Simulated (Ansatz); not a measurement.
BBrCl2 (bromodichloroborane): the energy, rung by rung

BBrCl2: 4 atoms, total charge 0, spin state singlet. As SMILES, `ClB(Cl)Br`. The coordinates come from a PBE0-D4/def2-TZVP relaxation. The run starts from this shape.

| atom | x (Å) | y (Å) | z (Å) |
| --- | --- | --- | --- |
| Cl | 0.5821 | 0.6660 | 1.5108 |
| B | 0.0372 | -0.0381 | 0.0221 |
| Cl | 0.4443 | -1.6792 | -0.3656 |
| Br | -1.0081 | 0.9911 | -1.1876 |

Each level gives the adiabatic ionisation energy (to the doublet cation, no zero-point term) (eV). The values are calculated.

```tsv
level	kind	program	value (eV)	CPU time (all runs)
HF/STO-3G	Hartree–Fock	Ansatz	8.83	12 s
HF/3-21G	Hartree–Fock	Ansatz	10.42	23 s
HF/6-31G* (Cartesian functions)	Hartree–Fock	Ansatz	10.18	53 s
PBE/def2-SVP	GGA	Ansatz	10.33	70 s
B3LYP/6-31G* (Cartesian functions)	global hybrid	Ansatz	10.75	65 s
MP2/6-31G* (Cartesian functions)	perturbation theory	Ansatz	10.81	95 s
```

All-electron rows without a relativistic Hamiltonian named are non-relativistic. Spin-orbit coupling, which can split open shells on such heavy atoms by tenths of an eV, is left out. The values span 8.83 to 10.81 eV. In the correlated wave-function rows the outer d shell of Br is correlated, in sets not made for it. Without the sets that lack polarisation functions the rows with a basis span only 10.18 to 10.81 eV. Times are those of the runs behind each value, whatever else they computed, on shared processors of several kinds: orders of magnitude only.

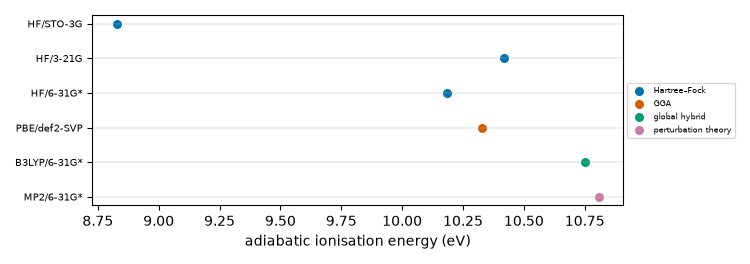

The values of the table, level by level.
